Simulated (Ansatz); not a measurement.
The starting structures come from a database of crystals and need not be the phases stable at ambient conditions.

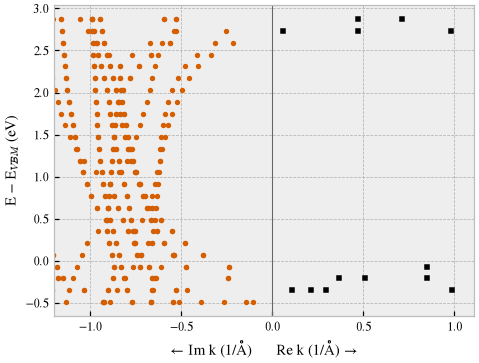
Figure. Complex bands at the centre of the two-dimensional zone; r2SCAN (Ansatz, a first-principles code)

No gap correction and no spin-orbit coupling; mid-gap is the computed energy nearest the middle.

### Question
This is CaPdF$_{6}$ (R-3, 8 atoms a cell, 14.0 Å³ an atom) along the normal of (110). Read off the slowest decay at the centre of the two-dimensional zone at 1.33 eV, the computed energy nearest the middle of the gap.

### Answer
κ ≈ 0.60 1/Å, a decay length 1/(2κ) of the density of 0.83 Å.
